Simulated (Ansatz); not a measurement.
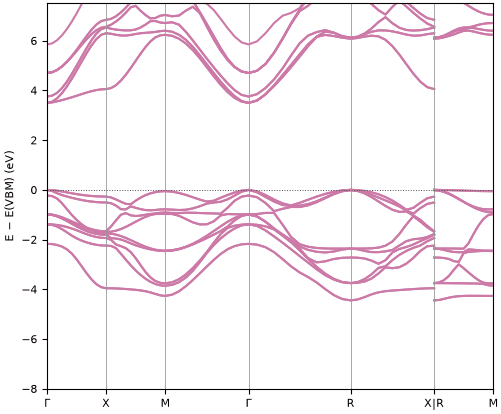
Band structure from plane-wave PAW PBEsol with spin–orbit coupling (Ansatz code)

### Question
Read off the gap and where the band edges lie.

### Answer
About 3.5 eV (3.50 eV by a search for the band edges); maximum at R, minimum at Γ.

The material is BaHfO$_{3}$ (cubic perovskite, Pm-3m).

Symmetry was held in the PBEsol relaxation. The run is not spin-polarised.

Potentials: the later of the program's two PAW sets.
